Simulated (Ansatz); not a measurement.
```xyz
3

Mo    0.2936   -0.3706   -1.1848
Mo   -1.2223   -0.2483    0.2712
Si    0.9287    0.6189    0.9136
```

Geometry: r2SCAN-D4/def2-TZVP; ⟨S²⟩ = 2.33, above the pure value of 2.00; core potentials replace the inner electrons of Mo.

Theory: UKS PBE0-D4/def2-TZVP (Ansatz 0.2.0).

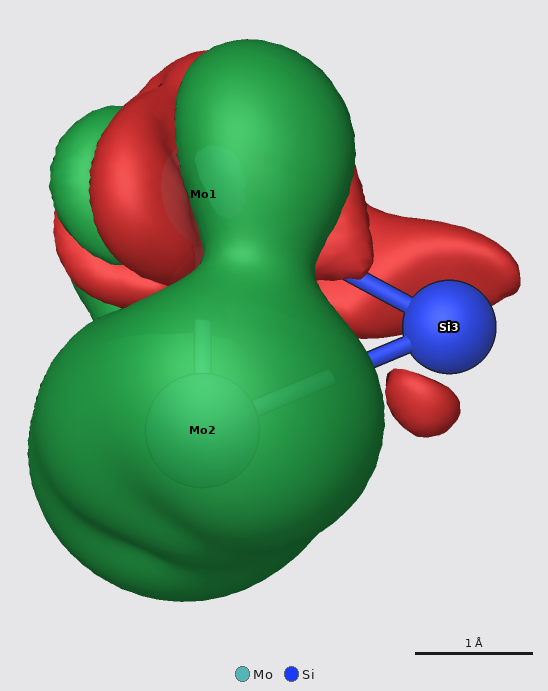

Mo2Si (triplet). Isosurfaces of the spin density (α minus β) at +0.02 (green) and −0.02 e/Å³ (red), seen at a tilt.

Q: Which atoms carry the spin?

A: The unpaired spin (2 electrons) lies mostly on Mo2 (about 1.7) and Mo1 (about 0.4), in electrons by Hirshfeld's partition, with opposite, polarisation-induced spin on Si3.
